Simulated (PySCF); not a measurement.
SMILES C[NH][GeH2][NH]C (C₂H₁₀GeN₂) at its GFN2-xTB optimised geometry (Å):

```
15

Ge    -0.5476    -0.3882     0.0000
N     -1.0228    -1.3751     1.4415
C     -2.3819    -1.4435     1.9435
N      1.2686    -0.3882     0.0000
C      2.0526     0.3914     0.9428
H     -0.9810    -1.1210    -1.2390
H     -1.2033     0.9959     0.0000
H     -0.3485    -1.4109     2.1924
H     -2.5241    -2.3670     2.5088
H     -2.6522    -0.5982     2.5876
H     -3.0629    -1.4516     1.0937
H      1.6857    -0.3477    -0.9194
H      2.1266     1.4516     0.6746
H      1.5899     0.3241     1.9264
H      3.0629    -0.0175     1.0110
```

Level of theory: PySCF 2.14.0 with CAM-B3LYP/def2-TZVP. Cells within 0.4 Å of a nucleus heavier than hydrogen are left out (blank, or x).

Map of the electron localisation function on the plane z = 0.0 Å:

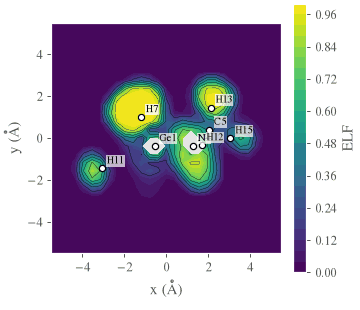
Fig. 1. Electron localisation function on the plane z = 0.0 Å.
